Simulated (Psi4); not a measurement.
# H2O+ (SMILES [OH2+]): a chain of runs, part 2 of 2

Psi4 1.11.

### Step 4. A single-point energy at UMP2/def2-TZVPP (density fitting, density fitting for correlation) (run 3)

Input file h2o.in:

```
memory 1600 MB

molecule mol {
  1 2
  O
  H 1 R2
  H 1 R3 2 A3

  R2 = 1.011993
  R3 = 1.011992
  A3 = 109.21832
  symmetry c1
}

set basis def2-TZVPP
set reference uhf
set num_frozen_docc 1

energy("mp2")
print_variables()
```

Run with:

```console
$ psi4 -i h2o.in -o h2o.out -n 1
```

h2o.out, shortened:

```text
[...]
  Running in c1 symmetry.
[...]
  Nuclear repulsion =    8.687214773742095
[...]
  Multiplicity = 2
[...]
  Nalpha       = 5
  Nbeta        = 4
[...]
    Number of basis functions: 59
[...]
   @DF-UHF iter   1:   -75.61911715036861   -1.86616e-01   4.59956e-03 ADIIS/DIIS
[...]
   @DF-UHF iter  11:   -75.66058796111784   -8.45546e-12   8.54052e-09 DIIS
[...]
   @S^2 Observed:                7.580844430E-01
[...]
    Orbital Energies [Eh]
    ---------------------
    Alpha Occupied:
       1A    -21.120746     2A     -1.874114     3A     -1.185836
       4A     -1.117723     5A     -1.068997
    Alpha Virtual:
       6A     -0.170515     7A     -0.090269     8A      0.183101
       9A      0.200204    10A      0.206761    11A      0.225902
      12A      0.363070    13A      0.370605    14A      0.470295
      15A      0.488205    16A      0.596797    17A      0.810271
      18A      0.969636    19A      1.053684    20A      1.515235
      21A      1.579687    22A      1.634898    23A      1.672067
      24A      1.691154    25A      2.070917    26A      2.285220
[...]
  @DF-UHF Final Energy:   -75.66058796111784
   => Energetics <=
    Nuclear Repulsion Energy =              8.6872147737420953
    One-Electron Energy =                -117.3733497269674615
    Two-Electron Energy =                  33.0255469921075289
    Total Energy =                        -75.6605879611178409
  UHF NO Occupations:
  HONO-2 :    3  A 1.9989190
  HONO-1 :    4  A 1.9975647
[...]
 Multipole Moments:
 ------------------------------------------------------------------------------------
     Multipole            Electronic (a.u.)      Nuclear  (a.u.)        Total (a.u.)
 ------------------------------------------------------------------------------------
 L = 1.  Multiply by 2.5417464519 to convert [e a0] to [Debye]
 Dipole X            :         -0.0117020           -0.7953262           -0.8070282
 Dipole Y            :         -0.0083137           -0.5650184           -0.5733321
 Dipole Z            :          0.0000000            0.0000000            0.0000000
 Magnitude           :                                                    0.9899516
[...]
```

Wall time 1.3 s (1 thread of Intel Xeon 6975P-C (Granite Rapids), shared host); peak memory 0.2 GiB.

### Step 5. The vertical excitations at TD-B3LYP/def2-SVP (density fitting, save jk yes) (run 4)

Input file job.py:

```python
import psi4

psi4.set_memory('1600 MB')
psi4.set_num_threads(1)
psi4.set_output_file('output.dat', False)

geom = psi4.geometry("""
1 2
O     -0.50633511     0.32084337    -0.23676568
H      0.91722582     1.24964754     0.63960615
H     -0.12394525    -1.55290323    -0.24573054
units bohr
""")

psi4.set_options(dict(basis='def2-SVP', reference='uks', save_jk=True))

from psi4.driver.procrouting.response.scf_response import tdscf_excitations
E, wfn = psi4.energy('b3lyp', return_wfn=True)
states = tdscf_excitations(wfn, states=4, tda=False)
for k, s in enumerate(states, 1):
    print(f"root {k}: {s['EXCITATION ENERGY'] * 27.211386:.4f} eV  f = {s['OSCILLATOR STRENGTH (LEN)']:.4f}  {s['SYMMETRY']}")
print(f'b3lyp energy: {E:.10f} Eh')
```

Run with:

```console
$ python job.py
```

output.dat:

```text
Psi4 1.11 release

   => Loading Basis Set <=

    Name: DEF2-SVP
    Role: ORBITAL
    Keyword: BASIS

         ---------------------------------------------------------
                                   SCF
                              UKS Reference
                        1 Threads,   1525 MiB Core
         ---------------------------------------------------------

  ==> Geometry <==

    Molecular point group: cs
    Full point group: Cs

    Geometry (in Bohr), charge = 1, multiplicity = 2:

       Center              X                  Y                   Z               Mass
    ------------   -----------------  -----------------  -----------------  -----------------
         O           -0.111980596036     0.053146895458     0.000000000000    15.994914619570
         H            1.557063928230     0.986699715638     0.000000000000     1.007825032230
         H            0.220149392904    -1.830179514171     0.000000000000     1.007825032230

  Running in cs symmetry.

  Rotational constants: A =     27.41504  B =     12.28788  C =      8.48483 [cm^-1]
  Rotational constants: A = 821882.15678  B = 368381.24601  C = 254368.88363 [MHz]
  Nuclear repulsion =    8.687215748862466

  Charge       = 1
  Multiplicity = 2
  Electrons    = 9
  Nalpha       = 5
  Nbeta        = 4

  ==> Algorithm <==

  SCF Algorithm Type is DF.
  DIIS enabled.
  MOM disabled.
  Fractional occupation disabled.
  Guess Type is SAD.
  Energy threshold   = 1.00e-06
  Density threshold  = 1.00e-06
  Integral threshold = 1.00e-12

  ==> Primary Basis <==

  Basis Set: DEF2-SVP
    Blend: DEF2-SVP
    Number of shells: 12
    Number of basis functions: 24
    Number of Cartesian functions: 25
    Spherical Harmonics?: true
    Max angular momentum: 2

  ==> DFT Potential <==

   => LibXC <=

    Version 7.1.2

   => Composite Functional: B3LYP <=

    B3LYP Hyb-GGA Exchange-Correlation Functional

    Deriv               =              1
    GGA                 =           TRUE
    Meta                =          FALSE

    Exchange Hybrid     =           TRUE
    MP2 Hybrid          =          FALSE

   => Exchange Functionals <=

    0.0800   Slater exchange
    0.7200         Becke 88

   => Exact (HF) Exchange <=

    0.2000               HF

   => Correlation Functionals <=

    0.1900   Vosko, Wilk & Nusair (VWN5_RPA)
    0.8100   Lee, Yang & Parr

   => LibXC Density Thresholds  <==

    XC_HYB_GGA_XC_B3LYP:  1.00E-15

   => Molecular Quadrature <=

    Radial Scheme          =       TREUTLER
    Pruning Scheme         =           NONE
    Nuclear Scheme         =       TREUTLER

    Blocking Scheme        =         OCTREE
    BS radius alpha        =              1
    Pruning alpha          =              1
    Radial Points          =             75
    Spherical Points       =            302
    Total Points           =          66232
    Total Blocks           =            550
    Max Points             =            256
    Max Functions          =             24
    Weights Tolerance      =       1.00E-15

   => Loading Basis Set <=

    Name: (DEF2-SVP AUX)
    Role: JKFIT
    Keyword: DF_BASIS_SCF

  ==> Integral Setup <==

  DFHelper Memory: AOs need 0.001 GiB; user supplied 1.072 GiB.
  SCF_SUBTYPE=INCORE selected. In-core MEM_DF algorithm will be used.
  Using in-core AOs.

  ==> MemDFJK: Density-Fitted J/K Matrices <==

    J tasked:                   Yes
    K tasked:                   Yes
    wK tasked:                   No
    Memory [MiB]:              1097
    Algorithm:                 Core
    Schwarz Cutoff:           1E-12
    Mask sparsity (%):       0.0000
    Fitting Condition:        1E-10

   => Auxiliary Basis Set <=

  Basis Set: (DEF2-SVP AUX)
    Blend: DEF2-UNIVERSAL-JKFIT
    Number of shells: 37
    Number of basis functions: 113
    Number of Cartesian functions: 133
    Spherical Harmonics?: true
    Max angular momentum: 4

  Cached 100.0% of DFT collocation blocks in 0.045 [GiB].

  Minimum eigenvalue in the overlap matrix is 4.3175950888E-02.
  Reciprocal condition number of the overlap matrix is 1.1707910023E-02.
    Using symmetric orthogonalization.

  ==> Pre-Iterations <==

  SCF Guess: Superposition of Atomic Densities via on-the-fly atomic UHF (no occupation information).

   -------------------------
    Irrep   Nso     Nmo
   -------------------------
     A'        18      18
     A"         6       6
   -------------------------
    Total      24      24
   -------------------------

  ==> Iterations <==

                           Total Energy        Delta E     RMS |[F,P]|

   @DF-UKS iter SAD:   -76.00539081858707   -7.60054e+01   0.00000e+00
   @DF-UKS iter   1:   -75.89757314790685    1.07818e-01   7.65949e-03 ADIIS/DIIS
   @DF-UKS iter   2:   -75.90370038143433   -6.12723e-03   5.20723e-03 ADIIS/DIIS
   @DF-UKS iter   3:   -75.90700820201324   -3.30782e-03   1.78505e-03 ADIIS/DIIS
   @DF-UKS iter   4:   -75.90746026692126   -4.52065e-04   1.87971e-04 ADIIS/DIIS
   @DF-UKS iter   5:   -75.90746958300508   -9.31608e-06   4.68769e-05 DIIS
   @DF-UKS iter   6:   -75.90747074383945   -1.16083e-06   6.37556e-06 DIIS
   @DF-UKS iter   7:   -75.90747076652396   -2.26845e-08   5.13274e-07 DIIS
  Energy and wave function converged.

  ==> Post-Iterations <==

   Electrons on quadrature grid:
      Nalpha   =    5.0000002238 ; deviation = 2.238e-07
      Nbeta    =    4.0000001915 ; deviation = 1.915e-07
      Ntotal   =    9.0000004153 ; deviation = 4.153e-07

   @Spin Contamination Metric:   2.590600684E-03
   @S^2 Expected:                7.500000000E-01
   @S^2 Observed:                7.525906007E-01
   @S   Expected:                5.000000000E-01
   @S   Observed:                5.000000000E-01

    Orbital Energies [Eh]
    ---------------------

    Alpha Occupied:

       1Ap   -19.692833     2Ap    -1.489861     3Ap    -0.988230
       1App   -0.869946     4Ap    -0.849640

    Alpha Virtual:

       5Ap    -0.297792     6Ap    -0.221289     7Ap     0.184197
       8Ap     0.188141     2App    0.432857     9Ap     0.483984
      10Ap     0.599900    11Ap     0.657583     3App    0.900333
      12Ap     1.061200     4App    1.145293    13Ap     1.317032
      14Ap     1.687183    15Ap     1.699093     5App    2.352148
       6App    2.434288    16Ap     2.593555    17Ap     2.976702
      18Ap     3.265142

    Beta Occupied:

       1Ap   -19.664758     2Ap    -1.418222     3Ap    -0.966801
       4Ap    -0.819272

    Beta Virtual:

       1App   -0.603389     5Ap    -0.287249     6Ap    -0.214965
       7Ap     0.182820     8Ap     0.194452     9Ap     0.499808
       2App    0.529974    10Ap     0.611784    11Ap     0.685205
       3App    0.915076    12Ap     1.071215     4App    1.162024
      13Ap     1.313445    14Ap     1.692193    15Ap     1.742836
       5App    2.428372     6App    2.511233    16Ap     2.624067
      17Ap     3.033134    18Ap     3.278137

    Final Occupation by Irrep:
             Ap   App
    DOCC [     4,    0 ]
    SOCC [     0,    1 ]
    NA   [     4,    1 ]
    NB   [     4,    0 ]

  @DF-UKS Final Energy:   -75.90747076652396

   => Energetics <=

    Nuclear Repulsion Energy =              8.6872157488624655
    One-Electron Energy =                -117.2437375658557528
    Two-Electron Energy =                  39.8673581365643201
    DFT Exchange-Correlation Energy =      -7.2183070860949963
    Empirical Dispersion Energy =           0.0000000000000000
    VV10 Nonlocal Energy =                  0.0000000000000000
    Total Energy =                        -75.9074707665239572

  UHF NO Occupations:
  HONO-2 :    3 Ap 1.9996201
  HONO-1 :    4 Ap 1.9992318
  HONO-0 :    1App 1.0000000
  LUNO+0 :    5 Ap 0.0007682
  LUNO+1 :    6 Ap 0.0003799
  LUNO+2 :    7 Ap 0.0001475
  LUNO+3 :    8 Ap 0.0000001

Computation Completed

Properties will be evaluated at   0.000000,   0.000000,   0.000000 [a0]

Properties computed using the SCF density matrix

 Multipole Moments:

 ------------------------------------------------------------------------------------
     Multipole            Electronic (a.u.)      Nuclear  (a.u.)        Total (a.u.)
 ------------------------------------------------------------------------------------

 L = 1.  Multiply by 2.5417464519 to convert [e a0] to [Debye]
 Dipole X            :          0.0112411            0.8813686            0.8926097
 Dipole Y            :         -0.0053351           -0.4183046           -0.4236397
 Dipole Z            :          0.0000000            0.0000000            0.0000000
 Magnitude           :                                                    0.9880398

 ------------------------------------------------------------------------------------

	total time  =          1 seconds =       0.02 minutes

******************************************************************************************
**********                               WARNING                                **********
**********       The names of excited state variables changed between 1.5       **********
**********     and 1.6. For a quick solution, remove the symmetry specifier     **********
**********   from the variable name. For full details, see 'Notes on Psivars'   **********
**********                        in the documentation.                         **********
******************************************************************************************

         ---------------------------------------------------------
                         TDSCF excitation energies
         ---------------------------------------------------------

  ==> Options <==

     Residual threshold  : 1.0000e-04
     Initial guess       : denominators
     Reference           : UHF
     Solver type         : RPA (Hamiltonian)

  ==> Requested Excitations <==

      2 singlet states with Ap symmetry
      2 singlet states with App symmetry

  ==> Seeking the lowest 2 singlet states with Ap symmetry

                        Generalized Hamiltonian Solver

  ==> Options <==

    Max number of iterations        = 60
    Eigenvector tolerance           = 1.0000e-04
    Max number of expansion vectors = 400

  => Iterations <=
                              Max[D[value]]     Max[|R|]   # vectors
  HamiltonianSolver iter   1:   2.33174e-01  1.97316e-01      8
  HamiltonianSolver iter   2:   5.63947e-03  1.99496e-02     12
  HamiltonianSolver iter   3:   5.64340e-05  1.11885e-03     16
  HamiltonianSolver iter   4:   1.33319e-07  5.42380e-05     20      Converged

  ==> Seeking the lowest 2 singlet states with App symmetry

                        Generalized Hamiltonian Solver

  ==> Options <==

    Max number of iterations        = 60
    Eigenvector tolerance           = 1.0000e-04
    Max number of expansion vectors = 400

  => Iterations <=
                              Max[D[value]]     Max[|R|]   # vectors
  HamiltonianSolver iter   1:   4.95353e-01  1.77631e-01      8
  HamiltonianSolver iter   2:   7.74992e-03  3.67001e-02     12
  HamiltonianSolver iter   3:   1.34121e-04  7.95982e-03     16
  HamiltonianSolver iter   4:   3.15311e-06  1.57627e-03     20
  HamiltonianSolver iter   5:   7.72057e-08  3.25372e-04     24
  HamiltonianSolver iter   6:   2.58036e-09  5.11107e-05     28      Converged

******************************************************************************************
**********                               WARNING                                **********
**********  Length-gauge rotatory strengths are **NOT** gauge-origin invariant  **********
******************************************************************************************

                                    Excitation Energy         Total Energy        Oscillator Strength             Rotatory Strength
     #   Sym: GS->ES (Trans)        au              eV              au          au (length)    au (velocity)    au (length)    au (velocity)
    ---- -------------------- --------------- --------------- --------------- --------------- --------------- --------------- ---------------
     1     App->Ap (1 App)     0.07765         2.11298        -75.82982        0.0010          0.0083          0.0000         -0.0000
     2     App->Ap (1 App)     0.22981         6.25336        -75.67766        0.0000          0.0000          0.0000         -0.0000
     3     App->App (1 Ap)     0.43961         11.96250       -75.46786        0.0027          0.0044          0.0000         -0.0000
     4     App->App (1 Ap)     0.48913         13.31003       -75.41834        0.0655          0.0925          0.0000         -0.0000

Contributing excitations and de-excitations
Only contributions with abs(coeff) > 1.00e-01 will be printed:

Excited State    1 (1 Ap):   0.07765 au   586.77 nm f = 0.0010
Alpha orbitals:
  Sums of squares: Xssq =  9.693647e-04; Yssq =  8.190774e-04; Xssq - Yssq =  1.502873e-04
Beta orbitals:
  Sums of squares: Xssq =  1.002362e+00; Yssq =  2.512557e-03; Xssq - Yssq =  9.998497e-01
      4ap (b) ->   1app (b)    1.000340 (100.068%)

Excited State    2 (1 Ap):   0.22981 au   198.27 nm f = 0.0000
Alpha orbitals:
  Sums of squares: Xssq =  2.624284e-03; Yssq =  6.982836e-04; Xssq - Yssq =  1.926000e-03
Beta orbitals:
  Sums of squares: Xssq =  9.985841e-01; Yssq =  5.101214e-04; Xssq - Yssq =  9.980740e-01
      3ap (b) ->   1app (b)    0.998702 (99.741%)

Excited State    3 (1 App):   0.43961 au   103.64 nm f = 0.0027
Alpha orbitals:
  Sums of squares: Xssq =  3.161089e-01; Yssq =  1.595737e-03; Xssq - Yssq =  3.145132e-01
      4ap (a) ->   5ap (a)    0.550829 (30.341%)
Beta orbitals:
  Sums of squares: Xssq =  6.864462e-01; Yssq =  9.593769e-04; Xssq - Yssq =  6.854868e-01
      4ap (b) ->   5ap (b)   -0.822800 (67.700%)

Excited State    4 (1 App):   0.48913 au   93.15 nm f = 0.0655
Alpha orbitals:
  Sums of squares: Xssq =  6.782841e-01; Yssq =  3.978633e-04; Xssq - Yssq =  6.778862e-01
      4ap (a) ->   5ap (a)    0.820910 (67.389%)
Beta orbitals:
  Sums of squares: Xssq =  3.232302e-01; Yssq =  1.116458e-03; Xssq - Yssq =  3.221138e-01
      3ap (b) ->   6ap (b)    0.111684 ( 1.247%)
      4ap (b) ->   5ap (b)    0.555087 (30.812%)

******************************************************************************************
**********                               WARNING                                **********
**********       The names of excited state variables changed between 1.5       **********
**********     and 1.6. For a quick solution, remove the symmetry specifier     **********
**********   from the variable name. For full details, see 'Notes on Psivars'   **********
**********                        in the documentation.                         **********
******************************************************************************************
```

Standard output:

```text
root 1: 2.1130 eV  f = 0.0010  App
root 2: 6.2534 eV  f = 0.0000  App
root 3: 11.9625 eV  f = 0.0027  Ap
root 4: 13.3100 eV  f = 0.0655  Ap
b3lyp energy: -75.9074707665 Eh
```

It took 4.8 s on 1 thread of Intel Xeon 6975P-C (Granite Rapids), shared host; peak memory 0.24 GiB.

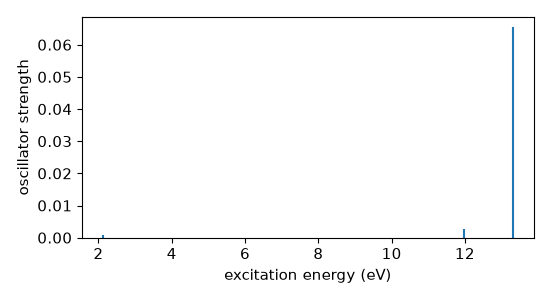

Vertical excitations as sticks.

The roots found:

| excited state | energy (eV) | strength | label |
| --- | --- | --- | --- |
| 1 | 2.113 | 0.0010 | Ap 1 |
| 2 | 6.253 | 0.0000 | Ap 1 |
| 3 | 11.963 | 0.0027 | App 1 |
| 4 | 13.310 | 0.0655 | App 1 |

### Step 6. Outcome

The summary covers parts 1 to 2.

```
                                                                                quantity             value
                                  run 1, UB3LYP-D3(BJ)/def2-SVP: total energy at the end      -75.90804 Eh
                       run 1, UB3LYP-D3(BJ)/def2-SVP: HOMO energy (highest over α and β)         -22.29 eV
                        run 1, UB3LYP-D3(BJ)/def2-SVP: LUMO energy (lowest over α and β)         -16.42 eV
                                        run 1, UB3LYP-D3(BJ)/def2-SVP: dispersion energy      -1.51 kJ/mol
                                                     run 1, UB3LYP-D3(BJ)/def2-SVP: ⟨S²⟩             0.753
                               run 2, UB3LYP-D3(BJ)/def2-SVP: lowest harmonic wavenumber         1384 cm⁻¹
                              run 2, UB3LYP-D3(BJ)/def2-SVP: highest harmonic wavenumber         3369 cm⁻¹
                                        run 2, UB3LYP-D3(BJ)/def2-SVP: zero-point energy       48.3 kJ/mol
run 2, UB3LYP-D3(BJ)/def2-SVP: ideal-gas entropy at 298.15 K (symmetry number 2 as used)  46.7 cal/(mol K)
                                                    run 3, UMP2/def2-TZVPP: total energy      -75.85800 Eh
      run 3, UMP2/def2-TZVPP: HOMO energy (Hartree–Fock orbitals) (highest over α and β)         -27.71 eV
       run 3, UMP2/def2-TZVPP: LUMO energy (Hartree–Fock orbitals) (lowest over α and β)          -8.40 eV
                      run 3, UMP2/def2-TZVPP: correlation energy (1 core orbital frozen)        -197.4 mEh
                               run 3, UMP2/def2-TZVPP: ⟨S²⟩ of the reference determinant             0.758
                             run 4, TD-B3LYP/def2-SVP: ground-state or mean-field energy      -75.90747 Eh
 run 4, TD-B3LYP/def2-SVP: HOMO energy (B3LYP Kohn–Sham orbitals) (highest over α and β)         -22.29 eV
  run 4, TD-B3LYP/def2-SVP: LUMO energy (B3LYP Kohn–Sham orbitals) (lowest over α and β)         -16.42 eV
                             run 4, TD-B3LYP/def2-SVP: ⟨S²⟩ of the reference determinant             0.753
                                      run 4, TD-B3LYP/def2-SVP: lowest excitation energy           2.11 eV
```

In words: The optimisation (run 1, UB3LYP-D3(BJ)/def2-SVP) took 5 steps and changed the energy by -0.061 eV. All 3 modes (run 2, UB3LYP-D3(BJ)/def2-SVP) are real, so the shape is a minimum at this level. The brightest of the 4 transitions from the ground state lies at 13.31 eV (93 nm, f = 0.066); the lowest, at 2.11 eV, has f = 0.001.
